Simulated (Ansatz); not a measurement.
# doublet [AlSiNH8]+: levels of theory compared

Wanted: a comparison of 6 runs (UHF/def2-SVP, U-r2SCAN/def2-SVP, U-r2SCAN0/def2-SVP, UB3LYP/def2-SVP, UBLYP/def2-SVP, UPBE0/def2-SVP) of doublet [AlSiNH8]+. 

Program for the calculation: Ansatz 0.2.0.

53 further runs of the same task are left out: 1 that didn't finish, 52 set aside as unsound or not needed.

**1. Starting point**

[AlSiNH8]+: 11 atoms, total charge +1, spin state doublet. As SMILES of the parent species, `[AlH3-][NH2+][SiH3]`. Geometry: relaxed at PBE0-D4/def2-TZVP. That shape belongs to the parent species and isn't relaxed for this state.

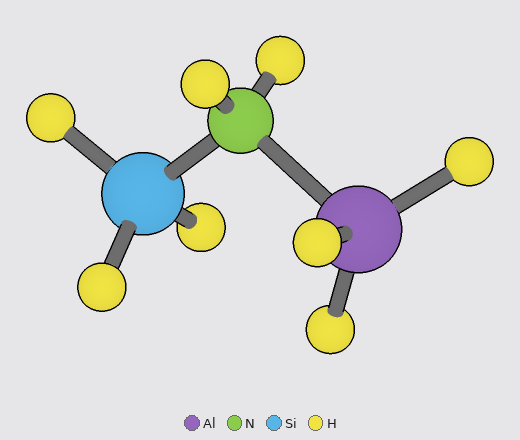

Viewed from a chosen angle; aluminium purple, nitrogen green, silicon blue, hydrogen yellow.

**2. The energy at UHF/def2-SVP (run 1)**

The input, input.yaml:

```yaml
basis:
  gaussian:
    orbitals: def2-SVP
crystal:
  periodic: [false, false, false]
  atoms:
    - {symbol: Al, position_ang: [-0.900100, 1.211100, -0.740800]}
    - {symbol: N, position_ang: [-0.028300, 0.143500, 0.802700]}
    - {symbol: Si, position_ang: [0.876200, -1.248700, 0.128600]}
    - {symbol: H, position_ang: [-0.721100, 0.091900, -1.882400]}
    - {symbol: H, position_ang: [0.093800, 2.465300, -0.806700]}
    - {symbol: H, position_ang: [-2.377200, 1.435300, -0.165100]}
    - {symbol: H, position_ang: [0.566700, 0.786500, 1.316700]}
    - {symbol: H, position_ang: [-0.768500, -0.144800, 1.435900]}
    - {symbol: H, position_ang: [1.651500, -1.882900, 1.228300]}
    - {symbol: H, position_ang: [1.794800, -0.716800, -0.896700]}
    - {symbol: H, position_ang: [-0.122500, -2.197400, -0.400100]}
accuracy: high
total_charge: 1
output: {orbitals: {seedname: orbitals}}
hamiltonian:
  xc: hf
magnetization:
  spin_polarized: true
  initial_magnetization: 1
```

On the command line:

```console
$ ansatz run input.yaml --threads 1 --pin off --max-ram 3480MiB --events-out events.jsonl --progress --plain --runs-dir runs
```

What it wrote:

```text
Warning: RAYON_NUM_THREADS=1 ignored (pool sized by the plan → 1); use --threads N
Functional definition: HF
  name "HF"
  exchange = exact_x
  correlation = 0
2082 factors; integrals over basis functions are off by at most 3.8e-9 eV
mean field evaluation 1: about -16034.2794 eV, gradient 2.9e1 eV
mean field evaluation 2: about -16034.2858 eV, gradient 2.9e1 eV
mean field evaluation 4: about -16038.7933 eV, gradient 2.9e0 eV
mean field evaluation 8: about -16038.9726 eV, gradient 9.6e-2 eV
mean field evaluation 16: about -16038.9866 eV, gradient 2.7e-1 eV
mean field evaluation 32: about -16038.9424 eV, gradient 3.7e-2 eV
mean field evaluation 64: about -16038.8649 eV, gradient 2.5e0 eV
mean field evaluation 96: about -16038.9783 eV, gradient 8.8e-2 eV
mean field evaluation 128: about -16038.9614 eV, gradient 4.3e-1 eV
mean field evaluation 160: about -16038.9606 eV, gradient 5.6e-2 eV
mean field -16039.03502931 eV, -589.4236656789 hartree, gradient 2.3e-8 eV, S^2 0.769358; 4 other end points of the search recorded, 0 dependent functions left out
reference -16039.03502931 eV, -589.4236656789 hartree; 21, 20 occupied and 69, 70 virtual orbitals, 2082 factors
Total energy: -16039.03502931 eV, -589.4236656789 hartree
```

It took 17 s on 1 thread of Intel Xeon Platinum 8488C (Sapphire Rapids), shared host; peak memory 0.35 GiB.

**3. A single-point energy at U-r2SCAN/def2-SVP (run 2)**

The input, in.yaml:

```yaml
crystal:
  periodic: [false, false, false]
  atoms:
    - {symbol: Al, position_ang: [-0.900100, 1.211100, -0.740800]}
    - {symbol: N, position_ang: [-0.028300, 0.143500, 0.802700]}
    - {symbol: Si, position_ang: [0.876200, -1.248700, 0.128600]}
    - {symbol: H, position_ang: [-0.721100, 0.091900, -1.882400]}
    - {symbol: H, position_ang: [0.093800, 2.465300, -0.806700]}
    - {symbol: H, position_ang: [-2.377200, 1.435300, -0.165100]}
    - {symbol: H, position_ang: [0.566700, 0.786500, 1.316700]}
    - {symbol: H, position_ang: [-0.768500, -0.144800, 1.435900]}
    - {symbol: H, position_ang: [1.651500, -1.882900, 1.228300]}
    - {symbol: H, position_ang: [1.794800, -0.716800, -0.896700]}
    - {symbol: H, position_ang: [-0.122500, -2.197400, -0.400100]}
basis:
  gaussian: {orbitals: def2-SVP}
magnetization: {spin_polarized: true, initial_magnetization: 1}
total_charge: 1
output: {orbitals: {seedname: orbitals}}
hamiltonian: {xc: r2scan}
accuracy: high
```

On the command line:

```console
$ ansatz run in.yaml --threads 1 --pin off --max-ram 3480MiB --events-out events.jsonl --progress --plain --runs-dir runs
```

What it wrote:

```text
Warning: RAYON_NUM_THREADS=1 ignored (pool sized by the plan → 1); use --threads N
Functional definition: r2SCAN
  name "r2SCAN"
  parameter k0 = 0.174
  parameter k1 = 0.065
  parameter a1 = 4.9479
  exchange = r2scan_x(k0 = k0, k1 = k1, a1 = a1)
  correlation = r2scan_c
2082 factors; integrals over basis functions are off by at most 3.8e-9 eV
mean field evaluation 1: about -16066.4786 eV, gradient 5.1e1 eV
mean field evaluation 2: about -16033.8666 eV, gradient 8.4e1 eV
mean field evaluation 4: about -16075.6994 eV, gradient 1.3e1 eV
mean field evaluation 8: about -16077.4317 eV, gradient 3.7e0 eV
mean field evaluation 16: about -16077.6632 eV, gradient 9.5e-3 eV
mean field evaluation 32: about -16077.5878 eV, gradient 4.6e-3 eV
mean field -16077.66319041 eV, -590.8432244161 hartree, gradient 2.8e-8 eV, S^2 0.762564; 5 other end points of the search recorded, 0 dependent functions left out
reference -16077.66319349 eV, -590.8432245294 hartree; 21, 20 occupied and 69, 70 virtual orbitals, 2082 factors
Total energy: -16077.66319349 eV, -590.8432245294 hartree
```

It took 62 s on 1 thread of Intel Xeon Platinum 8488C (Sapphire Rapids), shared host; peak memory 0.53 GiB.

Runs 3 to 4 aren't shown in full; the table further down has their settings and results.

**4. A single-point energy at UBLYP/def2-SVP (run 5)**

The input, molecule.yaml:

```yaml
crystal:
  periodic: [false, false, false]
  atoms:
    - {symbol: Al, position_ang: [-0.900100, 1.211100, -0.740800]}
    - {symbol: "N", position_ang: [-0.028300, 0.143500, 0.802700]}
    - {symbol: Si, position_ang: [0.876200, -1.248700, 0.128600]}
    - {symbol: H, position_ang: [-0.721100, 0.091900, -1.882400]}
    - {symbol: H, position_ang: [0.093800, 2.465300, -0.806700]}
    - {symbol: H, position_ang: [-2.377200, 1.435300, -0.165100]}
    - {symbol: H, position_ang: [0.566700, 0.786500, 1.316700]}
    - {symbol: H, position_ang: [-0.768500, -0.144800, 1.435900]}
    - {symbol: H, position_ang: [1.651500, -1.882900, 1.228300]}
    - {symbol: H, position_ang: [1.794800, -0.716800, -0.896700]}
    - {symbol: H, position_ang: [-0.122500, -2.197400, -0.400100]}
basis:
  gaussian:
    orbitals: def2-SVP
total_charge: 1
magnetization:
  spin_polarized: true
  initial_magnetization: 1
hamiltonian:
  xc: {name: BLYP}
accuracy: high
output: {orbitals: {seedname: orbitals}}
```

On the command line:

```console
$ ansatz run molecule.yaml --threads 1 --pin off --max-ram 3480MiB --events-out events.jsonl --progress --plain --runs-dir runs
```

What it wrote:

```text
Warning: RAYON_NUM_THREADS=1 ignored (pool sized by the plan → 1); use --threads N
Functional definition: BLYP
  name "BLYP"
  parameter beta = 0.0042
  parameter a = 0.04918
  parameter b = 0.132
  parameter c = 0.2533
  parameter d = 0.349
  exchange = b88_x(beta = beta)
  correlation = lyp_c(a = a, b = b, c = c, d = d)
2082 factors; integrals over basis functions are off by at most 3.8e-9 eV
mean field evaluation 1: about -16064.2248 eV, gradient 5.9e1 eV
mean field evaluation 2: about -16013.5915 eV, gradient 1.0e2 eV
mean field evaluation 4: about -16076.0525 eV, gradient 1.6e1 eV
mean field evaluation 8: about -16078.8141 eV, gradient 4.4e0 eV
mean field evaluation 16: about -16079.0501 eV, gradient 1.8e-3 eV
mean field evaluation 32: about -16078.9553 eV, gradient 5.5e-4 eV
mean field -16079.05012726 eV, -590.8941934052 hartree, gradient 2.9e-8 eV, S^2 0.755382; 5 other end points of the search recorded, 0 dependent functions left out
reference -16079.05019199 eV, -590.8941957839 hartree; 21, 20 occupied and 69, 70 virtual orbitals, 2082 factors
Total energy: -16079.05019199 eV, -590.8941957839 hartree
```

It took 34 s on 1 thread of Intel Xeon Platinum 8488C (Sapphire Rapids), shared host; peak memory 0.35 GiB.

**5. The energy at UPBE0/def2-SVP (run 6)**

Edit input.yaml of step 2 so:

```diff
@@ -1,4 +1 @@
-basis:
-  gaussian:
-    orbitals: def2-SVP
 crystal:
@@ -7,3 +4,3 @@
     - {symbol: Al, position_ang: [-0.900100, 1.211100, -0.740800]}
-    - {symbol: N, position_ang: [-0.028300, 0.143500, 0.802700]}
+    - {symbol: "N", position_ang: [-0.028300, 0.143500, 0.802700]}
     - {symbol: Si, position_ang: [0.876200, -1.248700, 0.128600]}
@@ -17,7 +14,6 @@
     - {symbol: H, position_ang: [-0.122500, -2.197400, -0.400100]}
-accuracy: high
+basis:
+  gaussian:
+    orbitals: def2-SVP
 total_charge: 1
-output: {orbitals: {seedname: orbitals}}
-hamiltonian:
-  xc: hf
 magnetization:
@@ -25 +21,5 @@
   initial_magnetization: 1
+hamiltonian:
+  xc: {name: PBE0}
+accuracy: high
+output: {orbitals: {seedname: orbitals}}
```

On the command line:

```console
$ ansatz run input.yaml --threads 1 --pin off --max-ram 3480MiB --events-out events.jsonl --progress --plain --runs-dir runs
```

What it wrote:

```text
Warning: RAYON_NUM_THREADS=1 ignored (pool sized by the plan → 1); use --threads N
Functional definition: PBE0
  name "PBE0"
  parameter a = 0.25
  parameter kappa = 0.804
  parameter beta = 0.06672455060314922
  exchange = (1 - a)*pbe_x(kappa = kappa, mu = beta*pi^2/3) + a*exact_x
  correlation = pbe_c(beta = beta)
2082 factors; integrals over basis functions are off by at most 3.8e-9 eV
mean field evaluation 1: about -16062.1086 eV, gradient 4.7e1 eV
mean field evaluation 2: about -16040.9683 eV, gradient 7.2e1 eV
mean field evaluation 4: about -16071.2014 eV, gradient 1.7e0 eV
mean field evaluation 8: about -16071.3963 eV, gradient 4.8e-1 eV
mean field evaluation 16: about -16071.4280 eV, gradient 1.2e-1 eV
mean field evaluation 32: about -16071.4292 eV, gradient 1.9e-3 eV
mean field evaluation 64: about -16071.4875 eV, gradient 5.8e-4 eV
mean field -16071.48749406 eV, -590.6162717612 hartree, gradient 2.3e-8 eV, S^2 0.762044; 6 other end points of the search recorded, 0 dependent functions left out
reference -16071.48749732 eV, -590.6162718810 hartree; 21, 20 occupied and 69, 70 virtual orbitals, 2082 factors
Total energy: -16071.48749732 eV, -590.6162718810 hartree
```

Wall time 73 s (1 thread of Intel Xeon Platinum 8488C (Sapphire Rapids), shared host); peak memory 0.48 GiB.

**6. Overview of the runs**

```tsv
run	level	energy (Eh)	HOMO energy (eV)	LUMO energy (eV)	⟨S²⟩	wall time
1	UHF/def2-SVP	-589.423666	-15.91	-8.20	0.769	17 s
2	U-r2SCAN/def2-SVP	-590.843225	-12.42	-12.37	0.763	62 s
3	U-r2SCAN0/def2-SVP	-590.823248	-13.41	-11.76	0.771	66 s
4	UB3LYP/def2-SVP	-590.978987	-13.10	-12.07	0.760	54 s
5	UBLYP/def2-SVP	-590.894196	-12.04	–	0.755	34 s
6	UPBE0/def2-SVP	-590.616272	-13.28	-11.85	0.762	73 s
```

**7. What came out**

| quantity | value |
| --- | --- |
| run 6: total energy | -590.61627 Eh |
| run 6: HOMO energy (highest over α and β) | -13.28 eV |
| run 6: LUMO energy (lowest over α and β) | -11.85 eV |
| run 6: ⟨S²⟩ | 0.762 |

In words: Totals of different functionals can't be ranked against each other. All runs together took 5.1 min, the longest 73 s.
